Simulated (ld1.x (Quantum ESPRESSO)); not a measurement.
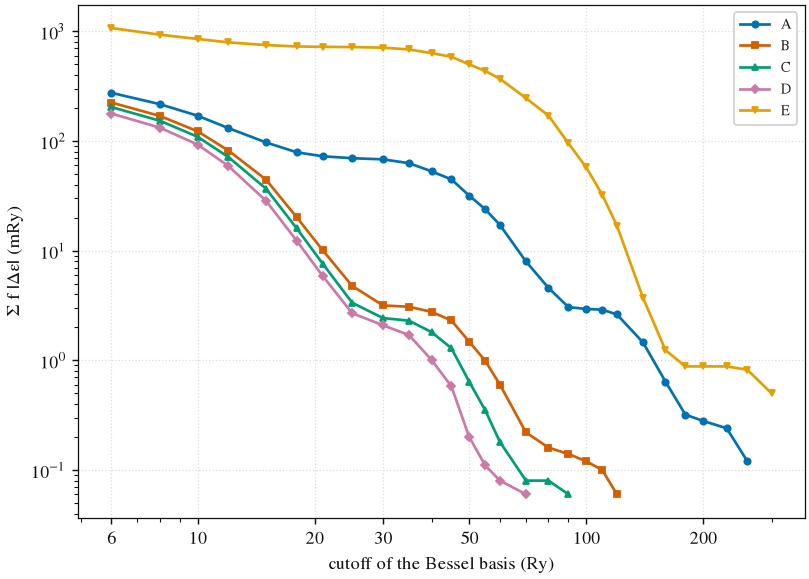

The occupation-weighted error of the valence levels in a spherical-Bessel basis for 5 variants of one potential.

Base settings:

B, norm-conserving Troullier–Martins (Kleinman–Bylander form), made with ld1.x (Quantum ESPRESSO) 7.5 (PBEsol, non-relativistic). Core [He], reference 2s2 2p1. Waves: 2s (bound): rc 1.15 bohr; 2p (bound): rc 2.05 bohr; 3d channel at 0.25 Ry: rc 1.55 bohr. Local part: all-electron potential smoothed inside 1.90 bohr (lloc = -1). Core correction: Bessel-smoothed model core, default radius (core density twice the valence density).

The variants differ in the radius of the s channel: 0.80 bohr, 0.94 bohr, 1.15 bohr, 1.50 bohr, 1.66 bohr. Which curve belongs to which value?

A: 0.94 bohr; B: 1.15 bohr; C: 1.50 bohr; D: 1.66 bohr; E: 0.80 bohr.

What did the other tests of these runs give?

A: loose cutoff 70 Ry; bound ghosts none; largest test error +72 meV. B: loose cutoff 25 Ry; bound ghosts none; largest test error +75 meV. C: loose cutoff 21 Ry; bound ghosts none; largest test error +75 meV. D: loose cutoff 21 Ry; bound ghosts none; largest test error +74 meV. E: loose cutoff 140 Ry; bound ghosts s; largest test error +73 meV. The loose cutoff is the first of the cutoffs, on a coarse ladder, from which the occupation-weighted sum of valence levels, in a spherical-Bessel basis at the reference potential, stays within 10 and 1 mRy of its value at 400 Ry.
